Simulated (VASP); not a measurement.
Band structure of GeMo$_{3}$ (relaxed from the A15 structure, space group Pm-3n). All values below come from PBEsol GGA, VASP's PBE PAW potentials (set 64) (plane waves; VASP 6.6.1).

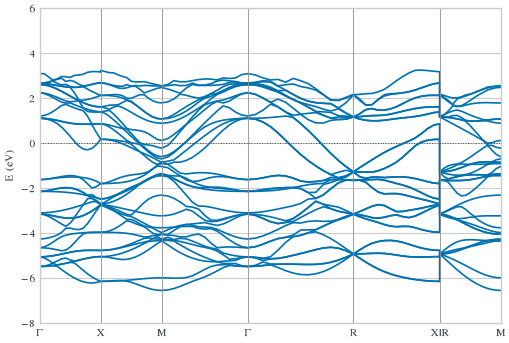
Fig. 1. Bands along high-symmetry lines, zero at the valence-band maximum or, without a gap, the Fermi level

Q: Read the plot: is there a gap, and where are the band edges?

A: It has no gap at this level: it comes out as a metal or semimetal. (Edges off the drawn lines would not show.)

The structure was generated: GeMo3 was put into the A15 type (Pm-3n), which need not be its known phase. It was relaxed first, which changed the volume by -9 %.
